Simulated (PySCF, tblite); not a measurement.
# C5H8N2S2Si: geometry, infrared bands and NMR shifts

Aim: predict the infrared bands and NMR shifts of C5H8N2S2Si (`C=CSc1cc(S[SiH3])n[nH]1`).

Computed with tblite 0.8.0 and PySCF 2.14.0, with density-fitted response routines of our own, on a single molecule in the gas phase. Atoms count from 0, in the outputs and in this text.

**1. The starting structure**

18 atoms, charge 0, multiplicity 1; geometry from: force field or distance geometry start.

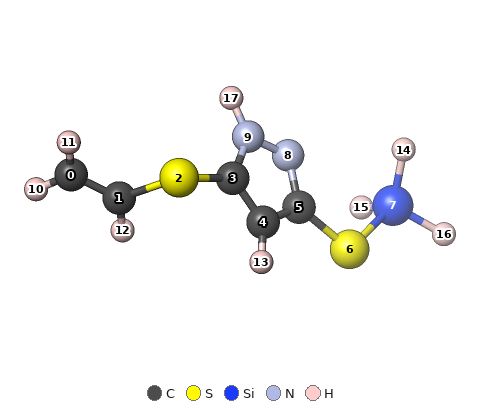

As it starts; carbon dark grey, sulfur yellow, silicon blue, nitrogen light blue, hydrogen pink, atoms numbered; sticks join atoms by distance.

**2. Relaxing the molecule with GFN2-xTB**

What the job is given:

```
{"job": {"kind": "relax", "xc": "GFN2-xTB", "basis": "xTB"}, "charge": 0, "multiplicity": 1}
C      4.469100    -0.677500     0.513400
C      3.324500    -0.640100    -0.201100
S      2.574700     0.890900    -0.718700
C      0.786600     0.713200    -0.516700
C     -0.027500     0.215900    -1.482200
C     -1.305400     0.224600    -0.955100
S     -2.795500    -0.311100    -1.799000
Si    -4.471600    -0.089100    -0.515400
N     -1.198400     0.704000     0.304400
N      0.052000     1.006700     0.604500
H      4.868000    -1.659800     0.803400
H      4.948100     0.247200     0.789000
H      2.809100    -1.576900    -0.468800
H      0.230200    -0.116700    -2.490800
H     -4.437300     1.124900     0.303500
H     -4.528900    -1.288100     0.361100
H     -5.731000    -0.156200    -1.311700
H      0.424500     1.394400     1.503700
```

On the command line:

```
> OMP_NUM_THREADS=1 python probes_run.py task.json out
```

This one command runs all jobs of the session in turn.

The program printed:

```text
step      E/eV     max force
  0    -783.74162    2.459
  1    -784.00216    1.519
  2    -784.12527    0.878
  3    -784.19469    0.585
  4    -784.22281    0.489
  5    -784.24566    0.353
  6    -784.26696    0.325
  7    -784.28816    0.413
  8    -784.30905    0.436
  9    -784.32749    0.335
 10    -784.33906    0.255
 11    -784.34807    0.341
 12    -784.35632    0.393
 13    -784.36386    0.305
 14    -784.36992    0.200
 15    -784.37489    0.194
 16    -784.38030    0.196
 17    -784.38642    0.232
 18    -784.39181    0.184
 19    -784.39637    0.161
 20    -784.40174    0.193
 21    -784.40907    0.202
 22    -784.41807    0.270
 23    -784.42702    0.244
 24    -784.43523    0.234
 25    -784.44345    0.294
 26    -784.45345    0.290
 27    -784.46543    0.337
 28    -784.47645    0.268
 29    -784.48498    0.220
 30    -784.49227    0.221
 31    -784.49963    0.250
 32    -784.50660    0.205
 33    -784.51200    0.146
 34    -784.51590    0.129
 35    -784.51913    0.197
 36    -784.52234    0.200
 37    -784.52547    0.119
 38    -784.52812    0.137
 39    -784.53063    0.137
 40    -784.53337    0.169
 41    -784.53598    0.117
 42    -784.53834    0.142
 43    -784.54097    0.120
 44    -784.54372    0.179
 45    -784.54657    0.169
 46    -784.54887    0.108
 47    -784.55048    0.102
 48    -784.55177    0.096
 49    -784.55312    0.112
 50    -784.55489    0.126
 51    -784.55730    0.168
 52    -784.55992    0.148
 53    -784.56198    0.109
 54    -784.56336    0.101
 55    -784.56453    0.104
 56    -784.56586    0.132
 57    -784.56716    0.109
 58    -784.56794    0.061
 59    -784.56832    0.046
 60    -784.56859    0.037
 61    -784.56897    0.033
 62    -784.56930    0.043
 63    -784.56969    0.040
 64    -784.56996    0.041
 65    -784.57022    0.037
 66    -784.57046    0.029
 67    -784.57066    0.028
 68    -784.57082    0.025
 69    -784.57099    0.030
 70    -784.57121    0.042
 71    -784.57151    0.050
 72    -784.57185    0.049
 73    -784.57223    0.043
 74    -784.57268    0.047
 75    -784.57315    0.046
 76    -784.57359    0.046
 77    -784.57403    0.055
 78    -784.57468    0.065
 79    -784.57591    0.097
 80    -784.57822    0.161
 81    -784.58174    0.210
 82    -784.58623    0.156
 83    -784.58998    0.093
 84    -784.59137    0.104
 85    -784.59185    0.125
 86    -784.59374    0.087
 87    -784.59546    0.073
 88    -784.59978    0.129
 89    -784.60208    0.116
 90    -784.60359    0.089
 91    -784.60507    0.093
 92    -784.60570    0.050
 93    -784.60607    0.036
 94    -784.60628    0.039
 95    -784.60646    0.038
 96    -784.60675    0.033
 97    -784.60701    0.035
 98    -784.60718    0.029
 99    -784.60733    0.029
100    -784.60746    0.027
101    -784.60758    0.027
102    -784.60772    0.027
103    -784.60790    0.030
104    -784.60812    0.040
105    -784.60837    0.040
106    -784.60861    0.037
107    -784.60883    0.035
108    -784.60906    0.031
109    -784.60928    0.035
110    -784.60955    0.043
111    -784.60994    0.050
112    -784.61065    0.063
113    -784.61185    0.072
114    -784.61341    0.063
115    -784.61480    0.073
116    -784.61567    0.092
117    -784.61642    0.124
118    -784.61741    0.126
119    -784.61970    0.101
120    -784.62117    0.078
121    -784.62201    0.046
122    -784.62232    0.048
123    -784.62263    0.041
124    -784.62294    0.037
125    -784.62337    0.043
126    -784.62364    0.051
127    -784.62407    0.045
128    -784.62436    0.036
129    -784.62455    0.033
130    -784.62475    0.043
131    -784.62502    0.054
132    -784.62540    0.056
133    -784.62580    0.047
134    -784.62615    0.058
135    -784.62646    0.053
136    -784.62679    0.048
137    -784.62718    0.057
138    -784.62764    0.051
139    -784.62808    0.065
140    -784.62845    0.052
141    -784.62875    0.044
142    -784.62912    0.041
143    -784.62961    0.055
144    -784.63023    0.056
145    -784.63080    0.044
146    -784.63120    0.033
147    -784.63146    0.034
148    -784.63165    0.032
149    -784.63180    0.047
150    -784.63197    0.040
151    -784.63210    0.036
152    -784.63219    0.017
153    -784.63223    0.016
154    -784.63227    0.012
155    -784.63230    0.011
156    -784.63232    0.010
```

Wall time 6.1 s (1 thread of Intel Xeon at 2.50GHz, shared host); peak memory 0.18 GiB.

Relaxation path: (not every step is listed)

```
step  energy from step 0 (eV)  largest force (eV/Å)
   0                   0.0000                2.4587
   1                  -0.2605                1.5193
   2                  -0.3836                0.8778
   3                  -0.4531                0.5849
   4                  -0.4812                0.4891
   5                  -0.5040                0.3533
   6                  -0.5253                0.3251
   7                  -0.5465                0.4127
   8                  -0.5674                0.4365
  22                  -0.6764                0.2703
  36                  -0.7807                0.1999
  50                  -0.8133                0.1258
  64                  -0.8283                0.0413
  78                  -0.8331                0.0652
  92                  -0.8641                0.0503
 106                  -0.8670                0.0365
 120                  -0.8795                0.0785
 134                  -0.8845                0.0584
 148                  -0.8900                0.0315
 151                  -0.8905                0.0358
 152                  -0.8906                0.0166
 153                  -0.8906                0.0158
 154                  -0.8906                0.0122
 155                  -0.8907                0.0112
 156                  -0.8907                0.0099
```

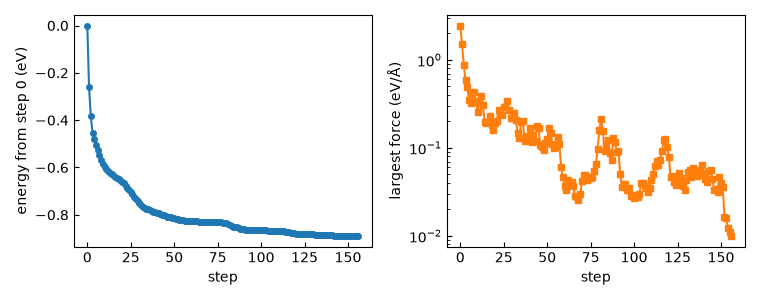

Energy and force, step by step.

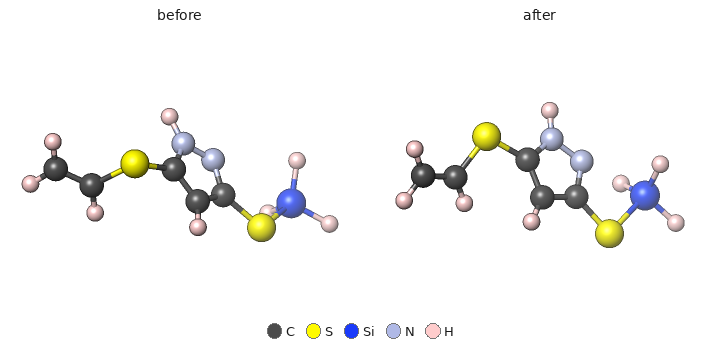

Before and after, at one scale.

Distances of close pairs at the start and the end, largest changes first:

```
   bond  before (Å)  after (Å)  change (Å)
  C5–S6       1.794      1.727      -0.067
  S2–C3       1.808      1.750      -0.058
 S6–Si7       2.123      2.171      +0.048
 N9–H17       1.048      1.007      -0.041
Si7–H15       1.486      1.452      -0.034
Si7–H16       1.492      1.461      -0.031
  C0–C1       1.350      1.321      -0.029
  C5–N8       1.352      1.324      -0.028
```

The end geometry stands in the next job.

**3. Infrared spectrum with GFN2-xTB**

What the job is given:

```
{"job": {"kind": "ir", "xc": "GFN2-xTB", "basis": "xTB"}, "charge": 0, "multiplicity": 1}
C      4.428872    -0.592038    -0.120623
C      3.110496    -0.536024    -0.064959
S      2.242646     0.843509     0.606996
C      0.615567     0.494597     0.065106
C      0.120090    -0.200800    -1.019173
C     -1.275219    -0.091213    -0.885555
S     -2.537338    -0.722880    -1.880897
Si    -4.094536     0.143927    -0.640946
N     -1.603804     0.619674     0.182284
N     -0.444586     0.966672     0.759865
H      4.929593    -1.461076    -0.509681
H      5.047547     0.218798     0.222678
H      2.464400    -1.332342    -0.395556
H      0.652909    -0.698219    -1.801057
H     -3.949711     1.587361    -0.695351
H     -4.004301    -0.464469     0.674291
H     -5.281975    -0.307150    -1.362574
H     -0.429408     1.537990     1.588734
```

The program printed:

```text
mode    cm-1     km/mol
  1      29.5      2.37
  2      55.0      0.44
  3      67.2      2.41
  4      90.1     11.63
  5     116.4      4.22
  6     165.9      1.25
  7     238.1      1.22
  8     267.5      0.28
  9     309.6      0.76
 10     326.7      0.59
 11     353.5      5.80
 12     438.6      0.43
 13     490.8     45.92
 14     492.9     72.40
 15     549.4     46.03
 16     561.6      1.50
 17     571.1     15.00
 18     605.5     28.16
 19     613.6     21.80
 20     633.9     31.91
 21     718.7     30.79
 22     732.4    178.34
 23     782.5    428.15
 24     782.9     10.67
 25     787.6    148.41
 26     853.5     10.87
 27     942.5     12.99
 28     959.6     36.35
 29     983.1     25.80
 30    1010.7      7.56
 31    1062.9      7.73
 32    1137.3     58.09
 33    1192.8     37.76
 34    1226.1     21.24
 35    1363.2     84.13
 36    1377.9      5.89
 37    1385.7     88.26
 38    1411.2     60.19
 39    1493.8     55.40
 40    1652.7     74.40
 41    2284.2    264.31
 42    2348.8     84.02
 43    2356.1    303.09
 44    3094.0      3.69
 45    3112.4      1.66
 46    3143.2     19.81
 47    3202.0      1.32
 48    3468.0     34.65
```

Wall time 3.5 s (1 thread of Intel Xeon at 2.50GHz, shared host); peak memory 0.18 GiB.

The strongest bands and the atoms that carry them (share of the mass-weighted mode):

```
cm⁻¹  km/mol                               atoms
 732   178.3                  H14 47 %, H15 47 %
 782   428.1        H16 44 %, H14 30 %, H15 21 %
 788   148.4        H16 53 %, H15 26 %, H14 17 %
1363    84.1  C5 25 %, N8 22 %, C4 16 %, C3 16 %
1386    88.3           C5 51 %, C4 21 %, N8 11 %
2284   264.3                            H16 95 %
2349    84.0                  H15 64 %, H14 33 %
2356   303.1                  H14 63 %, H15 32 %
```

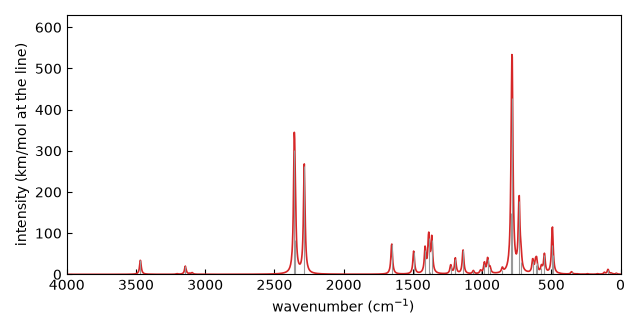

The infrared spectrum from these modes, unscaled. Lines are broadened to a width of 14 cm⁻¹ (Lorentzian).

**4. Shielding tensors: PBE0/pcSseg-1**

Same as in step 3 but for these lines:

```diff
@@ -1,2 +1,2 @@
-{"job": {"kind": "ir", "xc": "GFN2-xTB", "basis": "xTB"}, "charge": 0, "multiplicity": 1}
+{"job": {"kind": "nmr", "xc": "PBE0", "basis": "pcSseg-1"}, "charge": 0, "multiplicity": 1}
 C      4.428872    -0.592038    -0.120623
```

Method: GIAO PBE0/pcSseg-1 NMR shielding, non-relativistic, gas phase.

The program printed:

```text
coarse grid: 17392 points
cycle   1  E = -1389.7357090223  dE =  1.800e+00  |g| = 4.492e-01  |ddm| = 4.390e+00
cycle   2  E = -1389.6830694447  dE =  5.264e-02  |g| = 6.494e-01  |ddm| = 1.087e+00
cycle   3  E = -1389.7855887926  dE = -1.025e-01  |g| = 1.206e-01  |ddm| = 7.037e-01
cycle   4  E = -1389.7886489482  dE = -3.060e-03  |g| = 4.633e-02  |ddm| = 1.436e-01
cycle   5  E = -1389.7891247996  dE = -4.759e-04  |g| = 1.217e-02  |ddm| = 5.205e-02
cycle   6  E = -1389.7891585459  dE = -3.375e-05  |g| = 3.630e-03  |ddm| = 1.623e-02
cycle   7  E = -1389.7891609085  dE = -2.363e-06  |g| = 2.017e-03  |ddm| = 5.724e-03
final grid: 156424 points
cycle   8  E = -1389.8495674620  dE = -3.080e-05  |g| = 1.031e-02  |ddm| = 3.950e-02
cycle   9  E = -1389.8495462721  dE =  2.119e-05  |g| = 1.367e-02  |ddm| = 2.613e-02
cycle  10  E = -1389.8495934607  dE = -4.719e-05  |g| = 9.755e-04  |ddm| = 1.648e-02
cycle  11  E = -1389.8495936676  dE = -2.070e-07  |g| = 3.926e-04  |ddm| = 1.441e-03
cycle  12  E = -1389.8495937050  dE = -3.739e-08  |g| = 1.391e-04  |ddm| = 4.700e-04
cycle  13  E = -1389.8495937090  dE = -3.938e-09  |g| = 4.840e-05  |ddm| = 1.755e-04
cycle  14  E = -1389.8495937095  dE = -5.634e-10  |g| = 1.774e-05  |ddm| = 6.428e-05
converged SCF energy = -1389.8495937095

GIAO shielding tensors (ppm)
atom      isotropic    diamagn.    paramagn.     s11        s22        s33       span
  0 C       67.544     250.343    -182.799    -47.314     82.155    167.791    215.105
  1 C       44.700     261.779    -217.079    -56.962     63.806    127.257    184.219
  2 S      430.445    1056.814    -626.370    260.195    421.052    610.086    349.891
  3 C       43.099     258.086    -214.987    -18.915     34.067    114.146    133.061
  4 C       79.449     254.934    -175.484      9.238     77.888    151.223    141.985
  5 C       31.671     263.105    -231.433    -43.868     15.541    123.341    167.209
  6 S      637.852    1056.832    -418.980    408.751    593.070    911.735    502.983
  7 Si     413.667     878.115    -464.447    369.176    422.903    448.924     79.748
  8 N      -54.136     327.511    -381.647   -238.145    -65.288    141.025    379.170
  9 N       53.754     326.305    -272.551    -45.990     89.033    118.218    164.208
 10 H       25.915      27.761      -1.845     22.159     24.753     30.833      8.673
 11 H       26.047      29.289      -3.242     22.513     24.489     31.140      8.626
 12 H       25.256      33.962      -8.706     21.605     23.961     30.202      8.598
 13 H       25.524      34.081      -8.556     21.263     25.424     29.885      8.622
 14 H       26.870      28.590      -1.720     22.956     25.116     32.536      9.580
 15 H       26.850      28.866      -2.016     22.903     25.196     32.450      9.547
 16 H       27.349      26.782       0.566     23.647     25.031     33.368      9.721
 17 H       22.964      34.944     -11.980     16.728     25.477     26.687      9.959
```

It took 2.2 min on 1 thread of Intel Xeon at 2.50GHz, shared host; peak memory 0.99 GiB.

The references, computed at this level on geometries of the same kind, shield at (ppm): 1H TMS 31.72, 13C TMS 186.9, 29Si TMS 349.2, 15N NH3 267.7, 33S CS2 504. Their shielding less the atom's gives the shift. The references are single molecules in the gas phase, so shifts against H2O, NH3, PH3, H3PO4 or CFCl3 are not on the usual liquid scales and can be off by tens of ppm. Atoms listed in one row are averaged.

```
        atoms                               environment  σ (ppm)  δ (ppm)  δ scaled to CDCl3
           C5            aromatic carbon bearing sulfur     31.7    155.3              145.2
           C3            aromatic carbon bearing sulfur     43.1    143.8              134.0
           C1                                 alkene CH     44.7    142.2              132.5
           C0                      terminal =CH2 carbon     67.5    119.4              114.6
           C4                               aromatic CH     79.4    107.5              103.0
          H17  hydrogen on a pyrrole-type ring nitrogen    22.96     8.75                  –
          H12                  hydrogen on an alkene CH    25.26     6.46               6.20
          H13                hydrogen on an aromatic CH    25.52     6.19               5.94
          H10        hydrogen on a terminal =CH2 carbon    25.92     5.80               5.58
          H11        hydrogen on a terminal =CH2 carbon    26.05     5.67               5.45
H14, H15, H16         hydrogen on a silicon bonded to S    27.02     4.69                  –
           S2                            sulfide sulfur      430       73                  –
           S6                    sulfur bonded to C, Si      638     -134                  –
          Si7                  silicon bonded to S, 3 H    413.7    -64.5                  –
           N8        pyridine-type nitrogen of an azole    -54.1    321.9                  –
           N9                pyrrole-type ring nitrogen     53.8    214.0                  –
```

The scaled column applies a straight-line fit of computed shieldings to shifts measured in CDCl3, with any fitted terms for Cl, Br or S neighbours (root-mean-square error 0.16 ppm for H, 1.9 ppm for C).

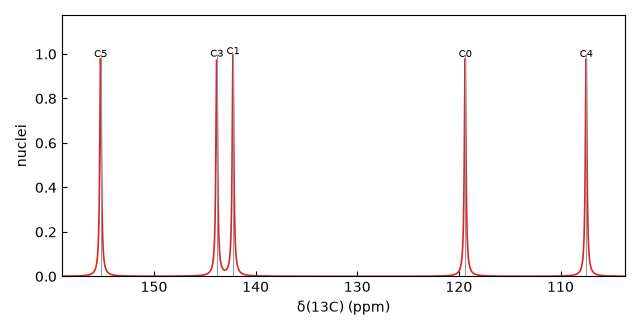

13C lines at the computed shifts, without couplings. Lines are broadened to a width of 0.19 ppm (Lorentzian).

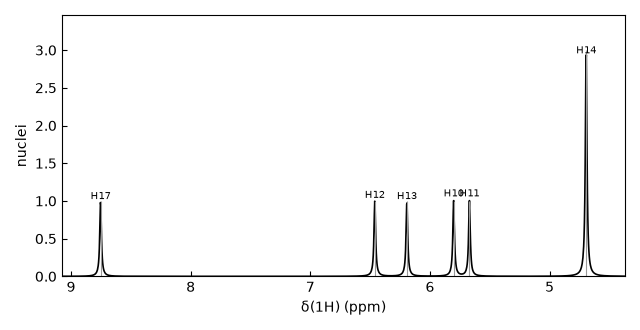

1H lines at the computed shifts, without couplings. Lines are broadened to a width of 0.02 ppm (Lorentzian).

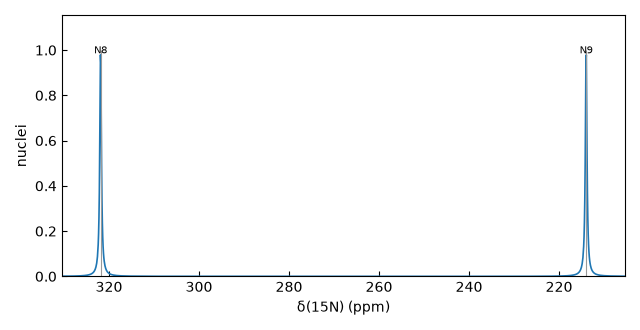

15N lines at the computed shifts, without couplings. Lines are broadened to a width of 0.43 ppm (Lorentzian).

Charges from the same density, by scheme (e):

```
atoms  Mulliken    IAO  Hirshfeld  ESP fit
   C0     -0.12  -0.33      -0.11    -0.51
   C1     -0.34  -0.24      -0.06    -0.04
   S2      0.22   0.22       0.05    -0.08
   C3      0.11  -0.05       0.01     0.03
   C4     -0.22  -0.27      -0.11    -0.33
   C5      0.08  -0.02       0.01     0.25
   S6     -0.16  -0.10      -0.07    -0.25
  Si7      0.53   0.57       0.28     0.33
   N8     -0.32  -0.28      -0.12    -0.35
   N9     -0.27  -0.13      -0.02    -0.04
```

Mulliken charges:

C0 -0.12; C1 -0.34; S2 0.22; C3 0.11; C4 -0.22; C5 0.08; S6 -0.16; Si7 0.53; N8 -0.32; N9 -0.27; H10 0.13; H11 0.13; H12 0.16; H13 0.09; H14 -0.06; H15 -0.06; H16 -0.10; H17 0.20

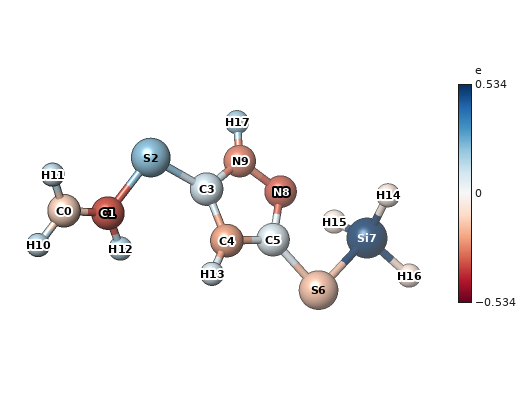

Mulliken charges, as colours on the atoms.

Mayer bond orders: C0–C1 1.93, C1–S2 1.00, S2–C3 1.05, C3–C4 1.36, C4–C5 1.27, C5–S6 1.04, S6–Si7 0.87, C5–N8 1.41, N8–N9 1.21, N9–C3 1.10.

Ring of atoms C3, C4, C5, N8, N9: NICS(0) -11.8, NICS(1) -10.4, NICS(1)zz -25.0 ppm (means of both faces).

**5. What came out**

| quantity | value |
| --- | --- |
| strongest single infrared mode (GFN2-xTB) | 782 cm⁻¹, 428 km/mol |
| zero-point energy (GFN2-xTB) | 74.1 kcal/mol |
| 13C shifts against TMS (PBE0/pcSseg-1) | 155.3, 143.8, 142.2, 119.4, 107.5 ppm |
| 1H shifts against TMS (PBE0/pcSseg-1, means over atoms taken as alike) | 8.75, 6.46, 6.19, 5.80, 5.67, 4.69 ppm |
| 33S shifts against CS2 (PBE0/pcSseg-1) | 73, -134 ppm |
| 29Si shifts against TMS (PBE0/pcSseg-1) | -64.5 ppm |
| 15N shifts against NH3 (PBE0/pcSseg-1) | 321.9, 214.0 ppm |

In words: Over 156 steps the energy fell by 0.891 eV; of the close pairs, C5–S6 changed most, 1.794 to 1.727 Å. All 48 modes are real, so the xTB geometry is a minimum. GFN2-xTB is a fitted tight-binding method: band positions and strengths are rough. Its intensities can rank the bands wrongly. At PBE0/pcSseg-1: Shielding is most anisotropic at S6 (span 503 ppm, paramagnetic term -419 ppm). NICS(1)zz of -25 ppm above the planar ring from C3 marks a diatropic (aromatic) ring current.
